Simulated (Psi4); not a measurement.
**ZrCl4 (SMILES Cl[Zr](Cl)(Cl)Cl) at 6 levels**

Wanted: a comparison of 6 runs (HF/STO-3G, BLYP/def2-SVP, CAM-B3LYP/def2-SVP, HSE06/def2-SVP, PBE/def2-SVP, r2SCAN/def2-SVP) of ZrCl4. 

The results are computed with Psi4 1.11.

12 further runs of the same task are left out: 11 that didn't finish, 1 set aside as unsound or not needed.

## (1) The structure to begin with

The species is ZrCl4 (5 atoms), meant as a singlet with charge 0. SMILES: `Cl[Zr](Cl)(Cl)Cl`. One bond was lengthened or shortened from a relaxed shape.

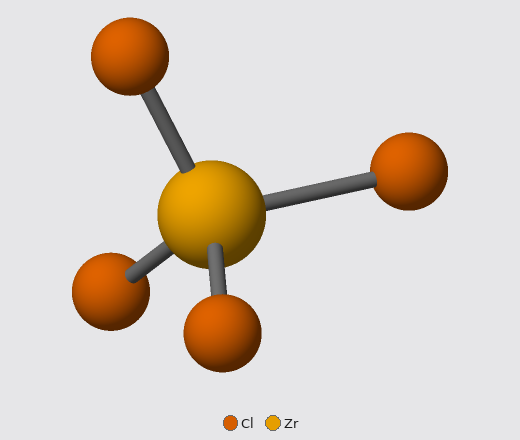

The structure, seen from a chosen angle (chlorine orange, zirconium amber).

## (2) A single-point energy at HF/STO-3G (run 1)

Input file cl4zr.py:

```python
import psi4

psi4.set_memory('2200 MB')
psi4.set_num_threads(1)
psi4.core.set_output_file('run.log', False)

molecule = psi4.geometry("""
Cl     0.202322    -0.166283     2.439708
Zr     0.312312     0.064517     0.137878
Cl     1.857692    -1.434703    -0.715362
Cl    -2.081750    -0.430080    -0.919260
Cl     0.958572     2.224627    -0.391372
symmetry c1
""")

options = {'basis': 'STO-3G', 'puream': True, 'e_convergence': 1e-09, 'd_convergence': 1e-08, 'scf_type': 'pk'}
psi4.set_options(options)

e_tot = psi4.energy('scf')
print(f'scf energy: {e_tot:.10f} Eh')
```

Launch:

```
$ python cl4zr.py
```

run.log:

```text
[...]
  Running in c1 symmetry.
[...]
  Nuclear repulsion =  835.241477198447910
[...]
  Multiplicity = 1
[...]
  Nalpha       = 54
  Nbeta        = 54
[...]
    Number of basis functions: 63
[...]
   @RHF iter   1: -5321.63740438126206   -2.17465e+00   7.43533e-03 ADIIS/DIIS
[...]
   @RHF iter   9: -5321.86250859962820   -3.63798e-12   4.58986e-09 DIIS
[...]
    Orbital Energies [Eh]
    ---------------------
    Doubly Occupied:
       1A   -643.745075     2A   -103.725099     3A   -103.725096
       4A   -103.725092     5A   -103.610360     6A    -89.331782
       7A    -82.959550     8A    -82.959504     9A    -82.959504
      10A    -15.569157    11A    -12.950670    12A    -12.950670
      13A    -12.950256    14A    -10.408618    15A    -10.408615
      16A    -10.408493    17A    -10.303034    18A     -7.850844
      19A     -7.850841    20A     -7.850683    21A     -7.848203
      22A     -7.848202    23A     -7.848137    24A     -7.848005
      25A     -7.848004    26A     -7.847887    27A     -7.745147
      28A     -7.742830    29A     -7.742830    30A     -7.016977
      31A     -7.016977    32A     -7.016610    33A     -7.016117
      34A     -7.016117    35A     -2.540475    36A     -1.687157
[...]
  @RHF Final Energy: -5321.86250859962820
   => Energetics <=
    Nuclear Repulsion Energy =            835.2414771984479103
    One-Electron Energy =               -9036.9137521120283054
    Two-Electron Energy =                2879.8097663139524229
    Total Energy =                      -5321.8625085996281996
[...]
 Multipole Moments:
 ------------------------------------------------------------------------------------
     Multipole            Electronic (a.u.)      Nuclear  (a.u.)        Total (a.u.)
 ------------------------------------------------------------------------------------
 L = 1.  Multiply by 2.5417464519 to convert [e a0] to [Debye]
 Dipole X            :          0.9982097           -0.3330469            0.6651627
 Dipole Y            :          0.2061660           -0.0687677            0.1373983
 Dipole Z            :          0.4405106           -0.1468996            0.2936110
 Magnitude           :                                                    0.7399508
[...]
```

On the terminal:

```text
scf energy: -5321.8625085996 Eh
```

Run time: 4.2 s. Hardware: 1 thread of Intel Xeon Platinum 8259CL at 2.50GHz (Skylake/Cascade Lake), shared host; peak memory 0.21 GiB.

## (3) A single-point energy at BLYP/def2-SVP (core potential) (run 2)

Input file run.py:

```python
import psi4

psi4.set_memory('2200 MB')
psi4.set_num_threads(1)
psi4.set_output_file('run.log', False)

m = psi4.geometry("""
0 1
Cl
Zr 1 2.315985
Cl 2 2.316005 1 109.47151
Cl 2 2.6634 1 109.4687 3 119.99965
Cl 2 2.315995 1 109.47057 3 -120.00302
units angstrom
symmetry c1
no_reorient
no_com
""")

options = {'basis': 'def2-SVP', 'puream': True, 'e_convergence': 1e-09, 'd_convergence': 1e-08, 'scf_type': 'pk', 'dft_radial_points': 99, 'dft_spherical_points': 590}
psi4.set_options(options)

e, wfn = psi4.energy("blyp", return_wfn=True)
print(f'blyp energy: {e:.10f} Eh')
```

Launch:

```
$ python run.py
```

run.log:

```text
[...]
    !!!  WARNING: ECP capability is in beta. Please check occupations closely.  !!!
[...]
  Running in c1 symmetry.
[...]
  Nuclear repulsion =  414.386551349843160
[...]
  Multiplicity = 1
[...]
  Nalpha       = 40
  Nbeta        = 40
[...]
    Number of basis functions: 103
[...]
   @RKS iter   1: -1887.37958450687847   -5.43875e-01   5.49134e-03 DIIS/ADIIS
[...]
   @RKS iter  13: -1887.54061894518804    4.54747e-13   4.01521e-09 DIIS
[...]
    Orbital Energies [Eh]
    ---------------------
    Doubly Occupied:
       1A   -100.732373     2A   -100.732338     3A   -100.732337
       4A   -100.691612     5A     -9.199808     6A     -9.199779
       7A     -9.199778     8A     -9.154656     9A     -7.032866
      10A     -7.032848    11A     -7.032846    12A     -7.030673
      13A     -7.030668    14A     -7.030666    15A     -7.030460
      16A     -7.030457    17A     -7.030435    18A     -6.989246
      19A     -6.985346    20A     -6.985346    21A     -2.091911
      22A     -1.264318    23A     -1.264317    24A     -1.259033
      25A     -0.756988    26A     -0.749921    27A     -0.749919
      28A     -0.699005    29A     -0.362761    30A     -0.357250
      31A     -0.357248    32A     -0.336689    33A     -0.336688
      34A     -0.329349    35A     -0.314742    36A     -0.314741
[...]
  @RKS Final Energy: -1887.54061894518804
   => Energetics <=
    Nuclear Repulsion Energy =            414.3865513498431596
    One-Electron Energy =               -3446.1939358754075329
    Two-Electron Energy =                1263.1306821418475010
    DFT Exchange-Correlation Energy =    -118.8639165614710294
    Empirical Dispersion Energy =           0.0000000000000000
    VV10 Nonlocal Energy =                  0.0000000000000000
    Total Energy =                      -1887.5406189451880437
[...]
 Multipole Moments:
 ------------------------------------------------------------------------------------
     Multipole            Electronic (a.u.)      Nuclear  (a.u.)        Total (a.u.)
 ------------------------------------------------------------------------------------
 L = 1.  Multiply by 2.5417464519 to convert [e a0] to [Debye]
 Dipole X            :         -3.1348831            2.5873306           -0.5475525
 Dipole Y            :         -1.8103927            1.4942699           -0.3161228
 Dipole Z            :         -1.2783983            1.0549216           -0.2234768
 Magnitude           :                                                    0.6705887
[...]
```

The script printed:

```text
blyp energy: -1887.5406189452 Eh
```

It took 14 s on 1 thread of Intel Xeon Platinum 8259CL at 2.50GHz (Skylake/Cascade Lake), shared host; peak memory 0.96 GiB.

## (4) The energy at CAM-B3LYP/def2-SVP (core potential) (run 3)

Input file calc.inp:

```
memory 2200 mb

molecule geom {
  Cl     0.202322    -0.166283     2.439708
  Zr     0.312312     0.064517     0.137878
  Cl     1.857692    -1.434703    -0.715362
  Cl    -2.081750    -0.430080    -0.919260
  Cl     0.958572     2.224627    -0.391372
  units angstrom
  symmetry c1
  no_reorient
  no_com
}

set globals {
  basis def2-SVP
  reference rks
  puream true
  e_convergence 1e-09
  d_convergence 1e-08
  scf_type pk
  dft_radial_points 99
  dft_spherical_points 590
}

e_tot, wfn = energy('cam-b3lyp', return_wfn=True)
oeprop(wfn, 'LOWDIN_CHARGES', 'MULLIKEN_CHARGES', 'MAYER_INDICES', title='CAM-B3LYP')
```

Launch:

```
$ psi4 calc.inp calc.out -n 1
```

calc.out (excerpt; [...] marks lines left out):

```text
[...]
    !!!  WARNING: ECP capability is in beta. Please check occupations closely.  !!!
[...]
  Running in c1 symmetry.
[...]
  Nuclear repulsion =  414.386544987626962
[...]
  Multiplicity = 1
[...]
  Nalpha       = 40
  Nbeta        = 40
[...]
    Number of basis functions: 103
[...]
   @RKS iter   1: -1887.41946105887928   -6.85523e-01   4.97235e-03 DIIS/ADIIS
[...]
   @RKS iter  12: -1887.58691398588030   -8.41283e-12   5.59079e-09 DIIS
[...]
  @RKS Final Energy: -1887.58691398588030
   => Energetics <=
    Nuclear Repulsion Energy =            414.3865449876269622
    One-Electron Energy =               -3445.7829620707448157
    Two-Electron Energy =                1234.3834245300158727
    DFT Exchange-Correlation Energy =     -90.5739214327785334
    Empirical Dispersion Energy =           0.0000000000000000
    VV10 Nonlocal Energy =                  0.0000000000000000
    Total Energy =                      -1887.5869139858803010
[...]
 Multipole Moments:
 ------------------------------------------------------------------------------------
     Multipole            Electronic (a.u.)      Nuclear  (a.u.)        Total (a.u.)
 ------------------------------------------------------------------------------------
 L = 1.  Multiply by 2.5417464519 to convert [e a0] to [Debye]
 Dipole X            :        -36.4846382           37.1783886            0.6937504
 Dipole Y            :         -7.5379234            7.6812473            0.1433238
 Dipole Z            :        -16.1110243           16.4173245            0.3063003
 Magnitude           :                                                    0.7717844
[...]
  Mulliken Charges: (a.u.)
   Center  Symbol    Alpha    Beta     Spin     Total
       1    CL     8.58383  8.58383  0.00000 -0.16766
       2    ZR     5.59110  5.59110  0.00000  0.81780
       3    CL     8.58384  8.58384  0.00000 -0.16767
       4    CL     8.65740  8.65740  0.00000 -0.31480
       5    CL     8.58383  8.58383  0.00000 -0.16767
   Total alpha = 40.00000, Total beta = 40.00000, Total charge =  0.00000
  Lowdin Charges: (a.u.)
   Center  Symbol    Alpha    Beta     Spin     Total
       1    CL     8.41145  8.41145  0.00000  0.17711
[...]
```

Run time: 20 s. Hardware: 1 thread of Intel Xeon Platinum 8259CL at 2.50GHz (Skylake/Cascade Lake), shared host; peak memory 1.1 GiB.

Runs 4 to 5 aren't shown in full; the table further down has their settings and results.

## (5) The energy at r2SCAN/def2-SVP (core potential) (run 6)

Input file job.dat:

```
memory 2.2 GB

molecule m {
  0 1
  Cl
  Zr 1 r2
  Cl 2 r3 1 a3
  Cl 2 r4 1 a4 3 d4
  Cl 2 r5 1 a5 3 d5

  r2 = 2.315985
  r3 = 2.316005
  a3 = 109.47151
  r4 = 2.6634
  a4 = 109.4687
  d4 = 119.99965
  r5 = 2.315995
  a5 = 109.47057
  d5 = -120.00302
  symmetry c1
  no_reorient
  no_com
}

set basis def2-SVP
set puream true
set e_convergence 1e-09
set d_convergence 1e-08
set scf_type pk
set dft_radial_points 99
set dft_spherical_points 590

e_tot, wfn = energy('r2scan', return_wfn=True)
oeprop(wfn, 'QUADRUPOLE', 'MAYER_INDICES', 'DIPOLE', title='R2SCAN')
```

Launch:

```
$ psi4 job.dat job.out -n 1
```

job.out:

```text
[...]
    !!!  WARNING: ECP capability is in beta. Please check occupations closely.  !!!
[...]
  Running in c1 symmetry.
[...]
  Nuclear repulsion =  414.386551349843160
[...]
  Multiplicity = 1
[...]
  Nalpha       = 40
  Nbeta        = 40
[...]
    Number of basis functions: 103
[...]
   @RKS iter   1: -1887.37270060902279   -6.20180e-01   4.89636e-03 ADIIS/DIIS
[...]
   @RKS iter  12: -1887.50228132516554   -9.32232e-12   9.67814e-09 DIIS
[...]
    Orbital Energies [Eh]
    ---------------------
    Doubly Occupied:
       1A   -101.204434     2A   -101.204397     3A   -101.204395
       4A   -101.160659     5A     -9.405417     6A     -9.405404
       7A     -9.405401     8A     -9.357282     9A     -7.151022
      10A     -7.151011    11A     -7.151008    12A     -7.148794
      13A     -7.148788    14A     -7.148786    15A     -7.148609
      16A     -7.148606    17A     -7.148592    18A     -7.104222
      19A     -7.100444    20A     -7.100444    21A     -2.177715
      22A     -1.322972    23A     -1.322972    24A     -1.317035
      25A     -0.805361    26A     -0.797809    27A     -0.797808
      28A     -0.743624    29A     -0.391845    30A     -0.387144
      31A     -0.387142    32A     -0.364840    33A     -0.364836
      34A     -0.357098    35A     -0.342628    36A     -0.342627
[...]
  @RKS Final Energy: -1887.50228132516554
   => Energetics <=
    Nuclear Repulsion Energy =            414.3865513498431596
    One-Electron Energy =               -3445.5871611820307407
    Two-Electron Energy =                1262.5181233771845655
    DFT Exchange-Correlation Energy =    -118.8197948701625393
    Empirical Dispersion Energy =           0.0000000000000000
    VV10 Nonlocal Energy =                  0.0000000000000000
    Total Energy =                      -1887.5022813251655407
[...]
 Multipole Moments:
 ------------------------------------------------------------------------------------
     Multipole            Electronic (a.u.)      Nuclear  (a.u.)        Total (a.u.)
 ------------------------------------------------------------------------------------
 L = 1.  Multiply by 2.5417464519 to convert [e a0] to [Debye]
 Dipole X            :         -3.1775786            2.5873306           -0.5902480
 Dipole Y            :         -1.8350521            1.4942699           -0.3407822
 Dipole Z            :         -1.2958173            1.0549216           -0.2408957
 Magnitude           :                                                    0.7228803
 L = 2.  Multiply by 1.3450342976 to convert [e a0^2] to [Debye ang]
 Quadrupole XX       :       -561.4056784          503.2266201          -58.1790583
 Quadrupole XY       :        -41.4268142           39.8648622           -1.5619520
[...]
```

It took 36 s on 1 thread of Intel Xeon Platinum 8259CL at 2.50GHz (Skylake/Cascade Lake), shared host; peak memory 1.1 GiB.

## (6) Overview of the runs

```tsv
run	level	core potential	integration grid	energy (Eh)	dipole moment (D)	HOMO energy (eV)	LUMO energy (eV)	wall time
1	HF/STO-3G	none	–	-5321.862509	1.88	-10.10	3.64	4.2 s
2	BLYP/def2-SVP (core potential)	def2	99 radial × 590 angular	-1887.540619	1.70	-7.22	-3.55	14 s
3	CAM-B3LYP/def2-SVP (core potential)	def2	99 radial × 590 angular	-1887.586914	1.96	-10.12	-1.98	20 s
4	HSE06/def2-SVP (core potential)	def2	99 radial × 590 angular	-1887.040275	1.88	-8.47	-3.53	57 s
5	PBE/def2-SVP (core potential)	def2	99 radial × 590 angular	-1886.844373	1.73	-7.47	-3.79	16 s
6	r2SCAN/def2-SVP (core potential)	def2	99 radial × 590 angular	-1887.502281	1.84	-7.90	-3.81	36 s
```

## (7) Summary of results

| quantity | value |
| --- | --- |
| run 6: total energy | -1887.50228 Eh |
| run 6: dipole moment | 1.84 D |
| run 6: HOMO energy | -7.90 eV |
| run 6: LUMO energy | -3.81 eV |
| run 6: HOMO–LUMO gap | 4.09 eV |

The dipole moment (its size) runs from 1.70 D (BLYP/def2-SVP) to 1.96 D (CAM-B3LYP/def2-SVP). The HOMO–LUMO gap runs from 3.67 eV (BLYP/def2-SVP) to 13.75 eV (HF/STO-3G). The two ends differ in method and basis and core potential. Totals of different functionals can't be ranked against each other. Some runs of one species differ in core potentials or relativity; totals across that change don't compare. In run 1 the basis is minimal, so the values are rough. In run 1 relativity is left out where basis or elements ask for it. All runs together took 2.5 min, the longest 57 s.
